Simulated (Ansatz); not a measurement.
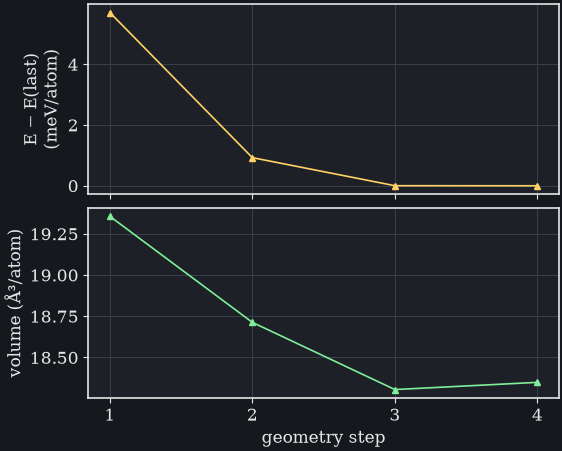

History of a geometry optimisation. Atoms and cell relax. A closing SCF on a freshly chosen basis isn't drawn.

```
crystal:
  lattice:
    - [3.4527883419, 0.0, 0.0]
    - [0.0, 3.4527883419, 0.0]
    - [0.0, 0.0, 4.8709100649]
  atoms:
    - { symbol: Li, position: [0.0, 0.0, 0.0] }
    - { symbol: Al, position: [0.5, 0.5, 0.0] }
    - { symbol: Al, position: [0.0, 0.0, 0.5] }
basis:
  ecutwfc: 420
kpoints:
  mp_grid: { grid: [14, 14, 10] }
hamiltonian:
  xc: pbe
  dispersion: d3bjatm
scf:
  occupations: { method: gaussian, width: 0.1 }
  initial_density: { chi_scale: 0.0 }
output:
  forces: true
  eigenvalues: true
  stress: true
relax:
  adjacent_minimum: "off"
  f_tol: 0.01
  max_steps: 80
  cell: { stress_tol: 0.05 }
```

Command:
```bash
ansatz run input.yaml --threads 1 --pin off --max-ram 2048MiB --backend cpu --events-out ev --progress --plain --runs-dir out
```

### How did the optimisation end?

The optimisation met its thresholds at geometry 4, counting the start as the first. The energy fell by about 5.7 meV/atom from the first step to the last. All forces vanish by symmetry, so only the cell moves.

### Was the starting cell too large or too small?

The volume shrinks from 19.36 to 18.35 Å³ per atom (−5.2 %). The start was expanded.
